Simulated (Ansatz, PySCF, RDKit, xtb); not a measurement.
# Solving CH5BO, step by step

Given the formula CH5BO and nothing else, which arrangement of the atoms is the most stable in the gas at 298.15 K, and what are its properties?

Plan: many cheap relaxations first (GFN2-xTB), then density-functional screening, relaxation at PBE0-D4/def2-TZVP, vibrations and a final energy. The numbers are computed, not measured.

4 further runs of the same task are left out: 4 set aside as unsound or not needed.

## (1) Possible bonding patterns

A program enumerates the bonding patterns with one Lewis structure each (two rings at most, one unusual centre or charged pair), with their diastereomers. O–O, O–halogen and N–halogen bonds and N–N–N chains are not drawn. That gives 8 candidates.

```tsv
label	SMILES	spin
c002	[CH2+][BH2-]O	singlet
c053	BCO	singlet
c146	[BH3-][CH+]O	singlet
c154	BOC	singlet
c161	[BH3-][O+]=C	singlet
c360	CBO	singlet
c368	C=[BH-][OH2+]	singlet
c818	[BH2-]1C[OH+]1	singlet
```

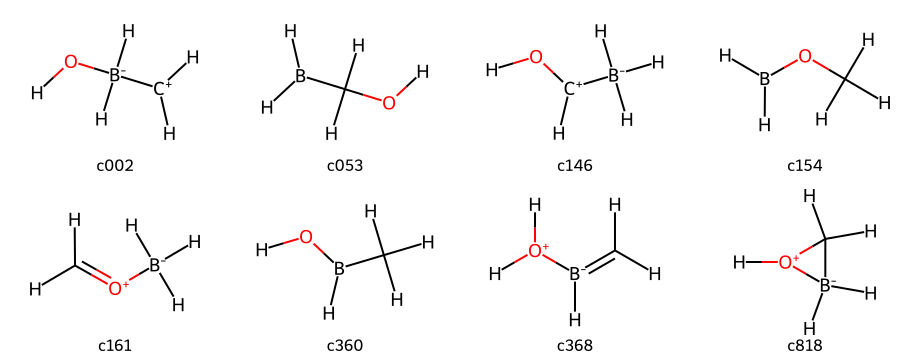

Structural formulas of the candidates.

Candidates are built by distance geometry, with a force field where one applies, in up to four conformers (letters a to d).

## (2) Search with GFN2-xTB

All 8 starts are relaxed the same way. One of them, c154a (enumerated, embedded by distance geometry and UFF), in full:

Contents of start.xyz:

```xyz
8
c154a
C      0.173407     1.179054     1.244312
B     -1.987667     0.469698     0.786967
O     -0.977210     1.471650     0.511178
H     -2.671946     0.551640     1.708758
H     -2.028382    -0.464446     0.077463
H      0.661712     0.249659     0.870294
H      0.944704     1.979771     1.012354
H      0.056023     1.129587     2.320965
```

The run is started by

```console
$ xtb start.xyz --gfn 2 --opt
```

Log, cut to the lines that bear on the results:

```text
* xtb version 6.7.1
[...]
          :  # basis functions                  17          :
[...]
          :  # electrons                        18          :
[...]
          :  Hamiltonian                  GFN2-xTB          :
[...]
          :  net charge                          0          :
          :  unpaired electrons                  0          :
[...]
   *** convergence criteria satisfied after 11 iterations ***
[...]
   *** GEOMETRY OPTIMIZATION CONVERGED AFTER 15 ITERATIONS ***
[...]
   *** convergence criteria satisfied after 3 iterations ***
[...]
         ::                     SUMMARY                     ::
         :::::::::::::::::::::::::::::::::::::::::::::::::::::
         :: total energy             -10.022178681698 Eh    ::
         :: gradient norm              0.000747002700 Eh/a0 ::
         :: HOMO-LUMO gap              5.845584961764 eV    ::
         ::.................................................::
         :: SCC energy               -10.120066089194 Eh    ::
         :: -> isotropic ES            0.035586329070 Eh    ::
         :: -> anisotropic ES          0.004684338484 Eh    ::
         :: -> anisotropic XC          0.000867862021 Eh    ::
         :: -> dispersion             -0.002514385278 Eh    ::
         :: repulsion energy           0.097887407496 Eh    ::
         :: add. restraining           0.000000000000 Eh    ::
         :: total charge               0.000000000000 e     ::
         :::::::::::::::::::::::::::::::::::::::::::::::::::::
[...]
         9        2.0000           -0.4097224             -11.1491 (HOMO)
        10                         -0.1949012              -5.3035 (LUMO)
[...]
     #   Z          covCN         q      C6AA      α(0)
     1   6 C        3.642     0.029    20.439     6.500
     2   5 B        2.680     0.314    16.939     6.916
     3   8 O        1.639    -0.283    18.717     5.840
     4   1 H        0.935    -0.121     6.347     3.939
     5   1 H        0.939    -0.092     5.285     3.594
     6   1 H        0.924     0.055     2.260     2.351
     7   1 H        0.924     0.055     2.254     2.348
     8   1 H        0.924     0.043     2.410     2.428
[...]
     #   Z sym  total        # sym  WBO       # sym  WBO       # sym  WBO
 ---------------------------------------------------------------------------
     1   6 C    3.946 --     3 O    0.983     8 H    0.978     7 H    0.976
                             6 H    0.976
     2   5 B    3.315 --     3 O    1.353     5 H    0.959     4 H    0.959
     3   8 O    2.379 --     2 B    1.353     1 C    0.983
     4   1 H    0.985 --     2 B    0.959
     5   1 H    0.992 --     2 B    0.959
     6   1 H    0.997 --     1 C    0.976
     7   1 H    0.997 --     1 C    0.976
     8   1 H    0.998 --     1 C    0.978
 ---------------------------------------------------------------------------
[...]
molecular dipole:
                 x           y           z       tot (Debye)
 q only:        0.407       0.180       0.313
   full:        0.564       0.244       0.406       1.871
molecular quadrupole (traceless):
[...]
          | TOTAL ENERGY              -10.022178681698 Eh   |
          | GRADIENT NORM               0.000747002700 Eh/α |
          | HOMO-LUMO GAP               5.845584961764 eV   |
           -------------------------------------------------
[...]
```

Run time: 0.53 s. Hardware: 2 threads of AMD EPYC (Zen 3), shared host.

## (3) The minima found

8 of the 8 relaxations converged; 1 ended on a minimum already found. 7 distinct structures remain:

```tsv
label	start	SMILES after	spin	energy (kcal/mol)	note
c002a	drawn	CBO	singlet	0.0	bonds changed
c360a	drawn	CBO	singlet	1.3	
c154a	drawn	BOC	singlet	1.6	
c818a	drawn	[BH2-]1C[OH+]1	singlet	37.5	
c053a	drawn	BCO	singlet	43.2	
c161a	drawn	[BH3-][O+]=C	singlet	45.2	
c368a	drawn	C=[BH-][OH2+]	singlet	69.1
```

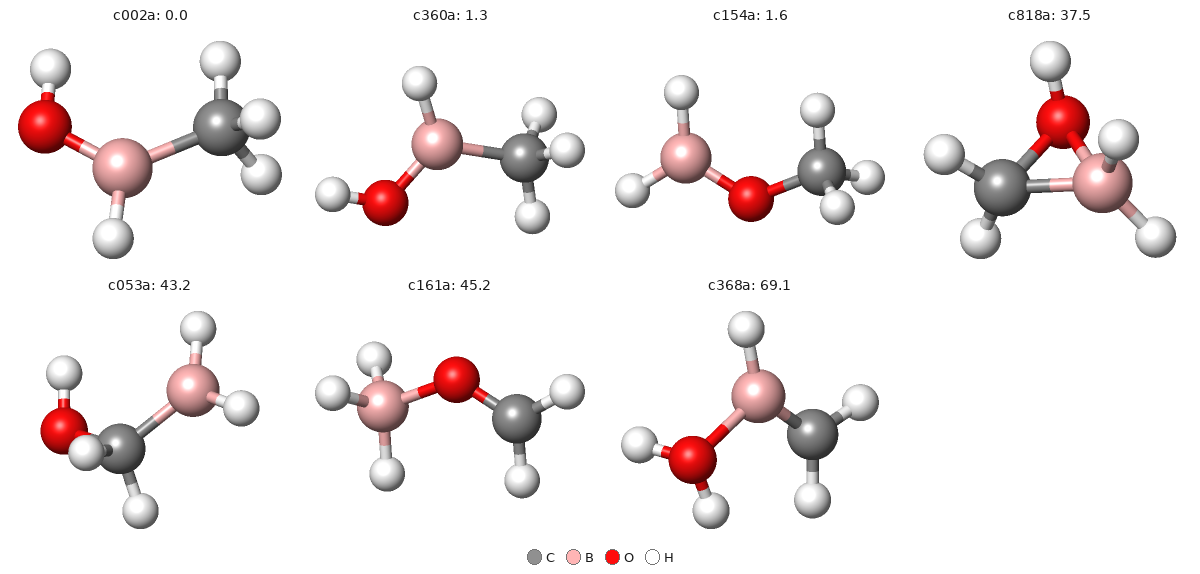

The 7 lowest minima that did not fall apart, with their GFN2-xTB energies in kcal/mol.

## (4) Single points on the low minima

A choice of the minima (the low ones first, few conformers of a pattern, up to a cap) and the lowest that fell apart get a single point at r2SCAN-D4/def2-SVP on the tight-binding geometry, and one at HF/STO-3G for comparison. The lowest singlets are also tried as triplets at the same geometry (label ending in t). The first, c002a:

Contents of input.yaml:

```yaml
crystal:
  periodic: [false, false, false]
  atoms:
    - {symbol: C, position_ang: [-1.518896, 0.683573, 0.687104]}
    - {symbol: B, position_ang: [-0.231011, 1.372880, 1.312098]}
    - {symbol: O, position_ang: [0.781877, 0.693010, 1.845014]}
    - {symbol: H, position_ang: [-2.423620, 1.033805, 1.179981]}
    - {symbol: H, position_ang: [-1.506528, -0.403595, 0.751970]}
    - {symbol: H, position_ang: [-0.111971, 2.540723, 1.330374]}
    - {symbol: H, position_ang: [-1.624454, 0.949177, -0.363488]}
    - {symbol: H, position_ang: [0.712613, -0.263926, 1.840351]}
basis:
  gaussian:
    orbitals: def2-SVP
magnetization:
  spin_polarized: false
  initial_magnetization: 0
hamiltonian:
  xc: {name: r2SCAN}
  dispersion: d4
scf:
  lower_state_search: "off"
```

The run is started by

```console
$ ansatz run input.yaml --threads 2 --pin off --max-ram 4350MiB --events-out events.jsonl --progress --plain --runs-dir runs
```

Log, cut to the lines that bear on the results:

```text
Warning: RAYON_NUM_THREADS=2 ignored (pool sized by the plan → 2); use --threads N
Functional definition: r2SCAN
  name "r2SCAN"
[...]
745 factors; their error is unknown
[...]
mean field -3838.03378224 eV, -141.0451399847 hartree, gradient 2.3e-6 eV, S^2 0.000000; 0 other end points of the search recorded, 0 dependent functions left out
reference -3838.03379074 eV, -141.0451402968 hartree; 12, 12 occupied and 55, 55 virtual orbitals, 745 factors
Total energy: -3838.05454247 eV, -141.0459029091 hartree
Checks for a lower state left out: stability, starts, cluster_reference, orbital_swaps, neighbouring_geometries, increment
```

It took 3.3 s on 2 threads of AMD EPYC (Zen 3), shared host.

Relative energies in kcal/mol, each column from its lowest structure that stays in one piece:

```tsv
label	SMILES	spin	GFN2-xTB	HF/STO-3G	r2SCAN-D4/def2-SVP
c360a	CBO	singlet	1.3	0.4	0.0
c002a	CBO	singlet	0.0	0.0	0.8
c154a	BOC	singlet	1.6	10.3	24.2
c818a	[BH2-]1C[OH+]1	singlet	37.5	48.3	61.6
c360at	CBO	triplet	–	–	140.0
c154at	BOC	triplet	–	–	153.4
```

## (5) Refinement at PBE0-D4/def2-TZVP

3 candidates are relaxed at PBE0-D4/def2-TZVP (chosen among the lowest in one piece). The first, c360a:

Contents of input.yaml:

```yaml
crystal:
  periodic: [false, false, false]
  atoms:
    - {symbol: C, position_ang: [-1.457220, 1.525935, 0.950763]}
    - {symbol: B, position_ang: [-0.224986, 0.590233, 1.286962]}
    - {symbol: O, position_ang: [-0.131635, -0.577160, 0.647633]}
    - {symbol: H, position_ang: [-2.053710, 1.712718, 1.842113]}
    - {symbol: H, position_ang: [-2.108554, 1.099815, 0.193497]}
    - {symbol: H, position_ang: [-1.120783, 2.499393, 0.598743]}
    - {symbol: H, position_ang: [0.584297, 0.924993, 2.085279]}
    - {symbol: H, position_ang: [0.612560, -1.142689, 0.853848]}
basis:
  gaussian:
    orbitals: def2-TZVP
hamiltonian:
  xc: pbe0
  dispersion: d4
scf:
  lower_state_search: off
relax:
  f_tol: 0.003
```

The run is started by

```console
$ ansatz run input.yaml --threads 2 --pin off --max-ram 4350MiB --events-out events.jsonl --progress --plain --runs-dir runs
```

Log, cut to the lines that bear on the results:

```text
Warning: RAYON_NUM_THREADS=2 ignored (pool sized by the plan → 2); use --threads N
[...]
Functional definition: PBE0
  name "PBE0"
[...]
720 factors; their error is unknown
[...]
mean field -3840.20887270 eV, -141.1250730847 hartree, gradient 7.4e-6 eV, S^2 0.000000; 0 other end points of the search recorded, 0 dependent functions left out
[...]
reference -3840.20890041 eV, -141.1250741030 hartree; 12, 12 occupied and 111, 111 virtual orbitals, 720 factors
relax step   1: F+E_penalty+E_count = -3840.27925730 eV  Δ(F+E_penalty+E_count) = +0.000e0 eV  max|allowed force component| = 9.598e-1 eV/Å  Δτ_max = 0.0000 Å  (15 SCF iters, accepted)
[...]
relax step   5: F+E_penalty+E_count = -3840.31633230 eV  Δ(F+E_penalty+E_count) = -2.411e-4 eV  max|allowed force component| = 5.872e-3 eV/Å  Δτ_max = 0.0057 Å  (21 SCF iters, accepted)
[...]
Total energy: -3840.31637108 eV, -141.1290235772 hartree
Atom 0 at    -1.461288     1.518980     0.944096 Å, force    -0.000611     0.000823     0.000226 eV/Å
Atom 1 at    -0.253266     0.589295     1.268468 Å, force     0.000118    -0.000661    -0.000276 eV/Å
Atom 2 at    -0.135717    -0.599516     0.625526 Å, force     0.000449     0.000641     0.000428 eV/Å
Atom 3 at    -2.037473     1.719975     1.854322 Å, force     0.000663     0.000081    -0.000530 eV/Å
Atom 4 at    -2.132847     1.108512     0.187743 Å, force    -0.000605     0.000009    -0.000195 eV/Å
Atom 5 at    -1.104700     2.497953     0.604743 Å, force    -0.000065    -0.000633     0.000197 eV/Å
Atom 6 at     0.586053     0.896007     2.079494 Å, force     0.000060    -0.000313     0.000193 eV/Å
Atom 7 at     0.639206    -1.097967     0.894446 Å, force    -0.000010     0.000054    -0.000041 eV/Å
Dipole moment:     0.185542    -0.063734     0.098844 e Å
Checks for a lower state left out: stability, starts, cluster_reference, orbital_swaps, neighbouring_geometries, increment
```

Run time: 24 s. Hardware: 2 threads of AMD EPYC (Zen 3), shared host.

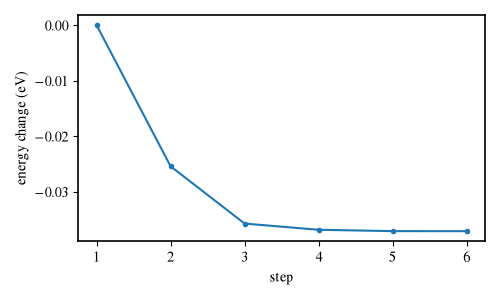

Energy along the run, all evaluated steps.

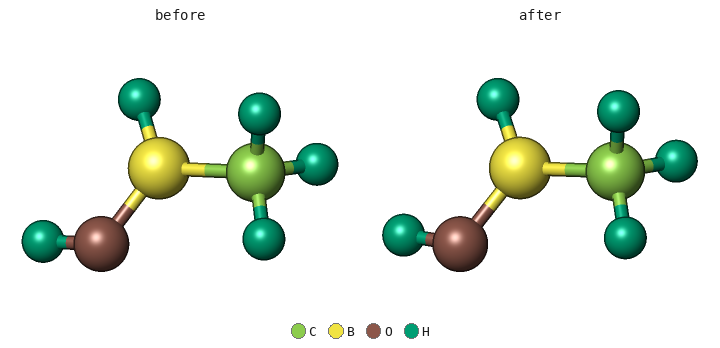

Before and after, at one scale.

After the run. Bond lengths: C1–B2 1.558 Å, B2–O3 1.357 Å, C1–H4 1.096 Å, C1–H5 1.092 Å, C1–H6 1.096 Å, B2–H7 1.207 Å, O3–H8 0.960 Å. Angles: C1–B2–O3 119.4°, C1–B2–H7 121.8°, O3–B2–H7 118.7°, B2–C1–H4 110.1°, B2–C1–H5 113.4°, B2–C1–H6 110.2°, B2–O3–H8 113.1°, H4–C1–H5 108.7°, H4–C1–H6 105.3°, H5–C1–H6 108.8°.

## (6) After refinement

```tsv
label	spin	r2SCAN-D4/def2-SVP (kcal/mol)	PBE0-D4/def2-TZVP, relaxed (kcal/mol)	time
c360a	singlet	0.0	0.0	24 s
c002a	singlet	0.8	0.6	33 s
c154a	singlet	24.2	24.1	33 s
```

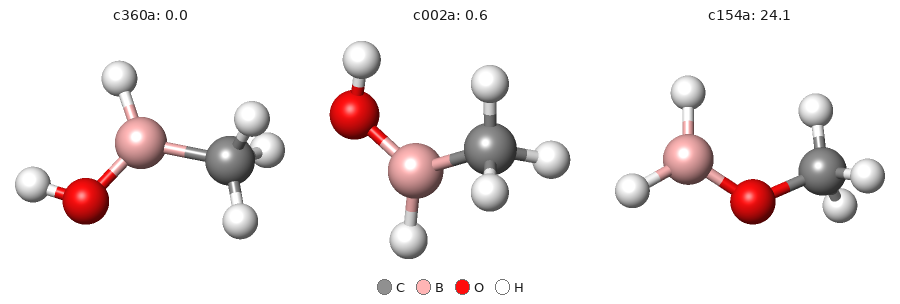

The relaxed structures, with energies at PBE0-D4/def2-TZVP in kcal/mol.

## (7) Are they minima? Harmonic frequencies

The lowest few in one piece go on as finalists. Harmonic vibrations at PBE0-D4/def2-TZVP test each finalist and give the zero-point energy and the thermal terms. The first, c360a:

Contents of input.yaml:

```yaml
crystal:
  periodic: [false, false, false]
  atoms:
    - {symbol: C, position_ang: [-1.461288, 1.518980, 0.944096]}
    - {symbol: B, position_ang: [-0.253266, 0.589295, 1.268468]}
    - {symbol: O, position_ang: [-0.135717, -0.599516, 0.625526]}
    - {symbol: H, position_ang: [-2.037473, 1.719975, 1.854322]}
    - {symbol: H, position_ang: [-2.132847, 1.108512, 0.187743]}
    - {symbol: H, position_ang: [-1.104700, 2.497953, 0.604743]}
    - {symbol: H, position_ang: [0.586053, 0.896007, 2.079494]}
    - {symbol: H, position_ang: [0.639206, -1.097967, 0.894446]}
basis:
  gaussian:
    orbitals: def2-TZVP
hamiltonian:
  xc: {name: PBE0}
  dispersion: d4
scf:
  lower_state_search: "off"
phonons: {}
```

The run is started by

```console
$ ansatz run input.yaml --threads 2 --pin off --max-ram 4350MiB --events-out events.jsonl --progress --plain --runs-dir runs
```

Log, cut to the lines that bear on the results:

```text
Warning: RAYON_NUM_THREADS=2 ignored (pool sized by the plan → 2); use --threads N
[... 2 set-up lines as earlier in the session ...]
[...]
720 factors; their error is unknown
[...]
mean field -3840.24594697 eV, -141.1264355388 hartree, gradient 6.7e-6 eV, S^2 0.000000; 0 other end points of the search recorded, 0 dependent functions left out
[...]
reference -3840.24597454 eV, -141.1264365521 hartree; 12, 12 occupied and 111, 111 virtual orbitals, 720 factors
[...]
720 factors; their error is unknown
mean field -3840.24578968 eV, -141.1264297588 hartree, gradient 1.4e-6 eV, S^2 0.000000; 0 other end points of the search recorded, 0 dependent functions left out
[...]
reference -3840.24581726 eV, -141.1264307721 hartree; 12, 12 occupied and 111, 111 virtual orbitals, 720 factors
[...]
720 factors; their error is unknown
[...]
Atom 1 at    -0.253266     0.589295     1.268468 Å, force     0.000134    -0.000653    -0.000267 eV/Å
Atom 2 at    -0.135717    -0.599516     0.625526 Å, force     0.000437     0.000631     0.000414 eV/Å
Atom 3 at    -2.037473     1.719975     1.854322 Å, force     0.000666     0.000080    -0.000531 eV/Å
Atom 4 at    -2.132847     1.108512     0.187743 Å, force    -0.000607     0.000005    -0.000199 eV/Å
Atom 5 at    -1.104700     2.497953     0.604743 Å, force    -0.000062    -0.000634     0.000197 eV/Å
Atom 6 at     0.586053     0.896007     2.079494 Å, force     0.000058    -0.000312     0.000194 eV/Å
Atom 7 at     0.639206    -1.097967     0.894446 Å, force    -0.000005     0.000055    -0.000037 eV/Å
Dipole moment:     0.185542    -0.063735     0.098844 e Å
Vibrations: 109.35 385.62 545.70 769.86 795.05 929.33 992.18 1069.48 1194.11 1308.34 1398.32 1451.54 1468.40 2545.78 3036.93 3096.25 3136.88 3887.64 cm⁻¹, zero-point energy 1.743265 eV
Checks for a lower state left out: stability, starts, cluster_reference, orbital_swaps, neighbouring_geometries, increment
```

Wall time 3 min (2 threads of AMD EPYC (Zen 3), shared host).

## (8) Zero-point energy and free-energy terms

At 298.15 K and 1 atm, ideal gas, rigid rotor and harmonic oscillator:

```tsv
label	SMILES	spin	point group	lowest mode (cm⁻¹)	zero-point (kcal/mol)	G − E (kcal/mol)
c360a	CBO	singlet	Cs	109	40.2	24.1
c002a	CBO	singlet	Cs	113	40.2	24.2
c154a	BOC	singlet	Cs	144	40.0	24.2
```

## (9) Last filter: a higher level

Each finalist gets a single point at CCSD(T)/def2-TZVPP.

c360a, CCSD(T)/def2-TZVPP:

Contents of input.yaml:

```yaml
crystal:
  periodic: [false, false, false]
  atoms:
    - symbol: C
      position_ang: [-1.461288, 1.518980, 0.944096]
    - symbol: B
      position_ang: [-0.253266, 0.589295, 1.268468]
    - symbol: O
      position_ang: [-0.135717, -0.599516, 0.625526]
    - symbol: H
      position_ang: [-2.037473, 1.719975, 1.854322]
    - symbol: H
      position_ang: [-2.132847, 1.108512, 0.187743]
    - symbol: H
      position_ang: [-1.104700, 2.497953, 0.604743]
    - symbol: H
      position_ang: [0.586053, 0.896007, 2.079494]
    - symbol: H
      position_ang: [0.639206, -1.097967, 0.894446]
basis:
  gaussian:
    orbitals: def2-TZVPP
correlation:
  method: ccsd_t
  frozen_orbitals: {O: 1, C: 1, H: 0, B: 1}
```

The run is started by

```console
$ ansatz run input.yaml --threads 2 --pin off --max-ram 4350MiB --events-out events.jsonl --progress --plain --runs-dir runs
```

Log, cut to the lines that bear on the results:

```text
Warning: RAYON_NUM_THREADS=2 ignored (pool sized by the plan → 2); use --threads N
Functional definition: HF
  name "HF"
[...]
965 factors; integrals over basis functions are off by at most 8.9e-4 eV
[...]
mean field -3821.59731612 eV, -140.4411109956 hartree, gradient 1.4e-6 eV, S^2 0.000000; 0 other end points of the search recorded, 0 dependent functions left out
3 core orbitals not correlated: weight in the atoms' cores, before any rotation towards them, 1.000 or more for the frozen orbitals, at most 0.000 for the correlated occupied ones
reference -3821.59731612 eV, -140.4411109956 hartree; 9, 9 occupied and 151, 151 virtual orbitals, 965 factors
second order -14.25956547 eV of doubles, -0.00000000 eV of singles
cycle   1  -14.61151388 eV  change   -3.5e-1 eV  update   7.7e-2
[...]
cycle   9  -15.00376810 eV  change   -9.1e-6 eV  update   1.1e-5
perturbative correction -0.52367412 eV, -0.0192446691 hartree
Total energy: -3837.12475834 eV, -141.0117339725 hartree
```

Wall time 53 s (2 threads of AMD EPYC (Zen 3), shared host); peak memory 1.3 GiB.

## (10) c002a at CCSD(T)/def2-TZVPP

Contents of input.yaml:

```yaml
crystal:
  periodic: [false, false, false]
  atoms:
    - {symbol: C, position_ang: [-1.503184, 0.673492, 0.693409]}
    - {symbol: B, position_ang: [-0.239981, 1.367183, 1.304076]}
    - {symbol: O, position_ang: [0.794668, 0.688471, 1.855064]}
    - {symbol: H, position_ang: [-2.407561, 1.034183, 1.195660]}
    - {symbol: H, position_ang: [-1.498249, -0.419613, 0.744374]}
    - {symbol: H, position_ang: [-0.123614, 2.562177, 1.313751]}
    - {symbol: H, position_ang: [-1.618208, 0.965144, -0.356396]}
    - {symbol: H, position_ang: [0.674139, -0.265389, 1.833468]}
basis:
  gaussian:
    orbitals: def2-TZVPP
correlation:
  method: ccsd_t
  frozen_orbitals: {O: 1, C: 1, H: 0, B: 1}
```

The run is started by

```console
$ ansatz run input.yaml --threads 2 --pin off --max-ram 4350MiB --events-out events.jsonl --progress --plain --runs-dir runs
```

Log, cut to the lines that bear on the results:

```text
Warning: RAYON_NUM_THREADS=2 ignored (pool sized by the plan → 2); use --threads N
[... 2 set-up lines as earlier in the session ...]
[...]
965 factors; integrals over basis functions are off by at most 1.0e-3 eV
[...]
mean field -3821.56591513 eV, -140.4399570308 hartree, gradient 2.2e-6 eV, S^2 0.000000; 0 other end points of the search recorded, 0 dependent functions left out
3 core orbitals not correlated: weight in the atoms' cores, before any rotation towards them, 1.000 or more for the frozen orbitals, at most 0.000 for the correlated occupied ones
reference -3821.56591513 eV, -140.4399570308 hartree; 9, 9 occupied and 151, 151 virtual orbitals, 965 factors
second order -14.26374702 eV of doubles, -0.00000000 eV of singles
cycle   1  -14.61685231 eV  change   -3.5e-1 eV  update   7.7e-2
[...]
cycle   9  -15.00947014 eV  change   -1.2e-5 eV  update   1.1e-5
perturbative correction -0.52514404 eV, -0.0192986874 hartree
Total energy: -3837.10052931 eV, -141.0108435720 hartree
```

Wall time 49 s (2 threads of AMD EPYC (Zen 3), shared host); peak memory 1.3 GiB.

## (11) The ranking

Energies in kcal/mol from c360a; G adds the thermal terms to the CCSD(T)/def2-TZVPP energy. The columns left of the relaxed level are at the tight-binding geometries.

```tsv
label	SMILES	spin	GFN2-xTB	HF/STO-3G	r2SCAN-D4/def2-SVP	PBE0-D4/def2-TZVP	HF/def2-TZVPP	MP2/def2-TZVPP	CCSD(T)/def2-TZVPP	G	share at equilibrium	T1
c360a	CBO	singlet	0.0	0.0	0.0	0.0	0.0	0.0	0.0	0.0	72.4 %	0.012
c002a	CBO	singlet	-1.3	-0.4	0.8	0.6	0.7	0.6	0.6	0.6	27.6 %	0.012
c154a	BOC	singlet	0.3	9.8	24.2	24.1	21.8	25.2	23.9	24.0	< 0.1 %	0.014
```

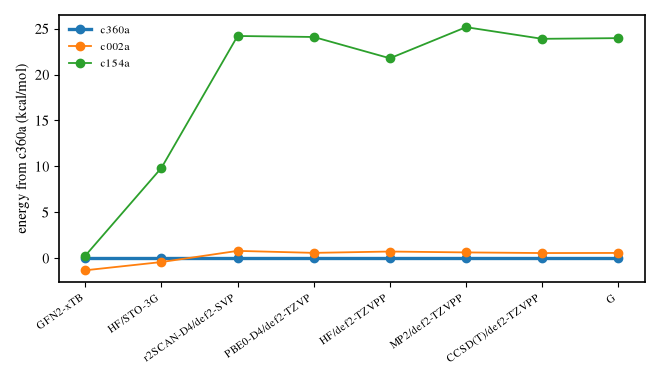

The finalists at each level, measured from c360a.

Lowest found: c360a, `CBO`, a singlet of point group Cs. Bond lengths: C1–B2 1.558 Å, B2–O3 1.357 Å, C1–H4 1.096 Å, C1–H5 1.092 Å, C1–H6 1.096 Å, B2–H7 1.207 Å, O3–H8 0.960 Å. Angles: C1–B2–O3 119.4°, C1–B2–H7 121.8°, O3–B2–H7 118.7°, B2–C1–H4 110.1°, B2–C1–H5 113.4°, B2–C1–H6 110.2°, B2–O3–H8 113.1°, H4–C1–H5 108.7°, H4–C1–H6 105.3°, H5–C1–H6 108.8°.

```xyz
8

C    -1.4613    1.5190    0.9441
B    -0.2533    0.5893    1.2685
O    -0.1357   -0.5995    0.6255
H    -2.0375    1.7200    1.8543
H    -2.1328    1.1085    0.1877
H    -1.1047    2.4980    0.6047
H     0.5861    0.8960    2.0795
H     0.6392   -1.0980    0.8944
```

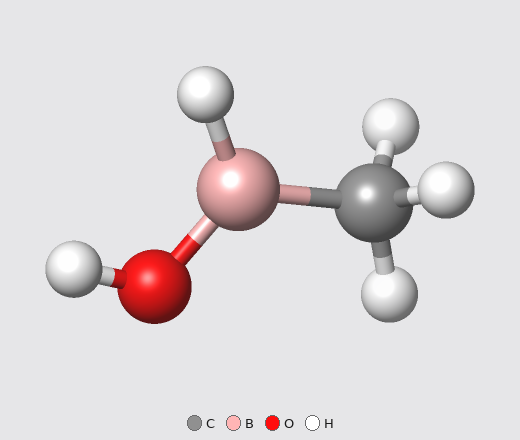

The lowest structure found, seen from a chosen angle (carbon grey, boron pink, oxygen red, hydrogen white).

[end of part 1 of 2]
